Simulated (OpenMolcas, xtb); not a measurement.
# A ladder of methods for GeSiH4O2 (SMILES [OH][Ge][O][SiH3])

GeSiH4O2: 8 atoms, total charge 0, spin state singlet. SMILES: `[OH][Ge][O][SiH3]`. The shape is that of a PBE0-D4/def2-TZVP optimisation. This is one conformer, not always the lowest.

Quantity: the HOMO–LUMO gap, in eV. The values are calculated.

```json
{"level": "GFN0-xTB", "kind": "semi-empirical", "program": "xtb", "value (eV)": "3.64"}
{"level": "HF/def2-SVP", "kind": "Hartree–Fock", "program": "OpenMolcas", "value (eV)": "11.80"}
{"level": "SVWN5/def2-SVP", "kind": "LDA", "program": "OpenMolcas", "value (eV)": "4.02"}
{"level": "BLYP/def2-SVP", "kind": "GGA", "program": "OpenMolcas", "value (eV)": "4.05"}
{"level": "M06-L/def2-SVP", "kind": "meta-GGA", "program": "OpenMolcas", "value (eV)": "4.44"}
{"level": "TPSS/def2-SVP", "kind": "meta-GGA", "program": "OpenMolcas", "value (eV)": "4.19"}
{"level": "B3LYP/def2-SVP", "kind": "global hybrid", "program": "OpenMolcas", "value (eV)": "5.64"}
{"level": "PBE0/def2-SVP", "kind": "global hybrid", "program": "OpenMolcas", "value (eV)": "6.05"}
{"level": "B2PLYP/def2-SVP", "kind": "double hybrid", "program": "OpenMolcas", "value (eV)": "8.22"}
```

All-electron rows without a relativistic Hamiltonian named are non-relativistic. The values span 3.64 to 11.80 eV. Orbital gaps aren't excitation energies, and those of double hybrids come from the SCF part alone; they tend to grow with the share of exact exchange.

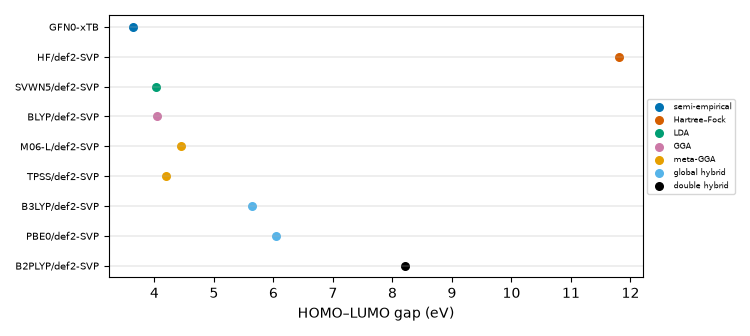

The values of the table, level by level.
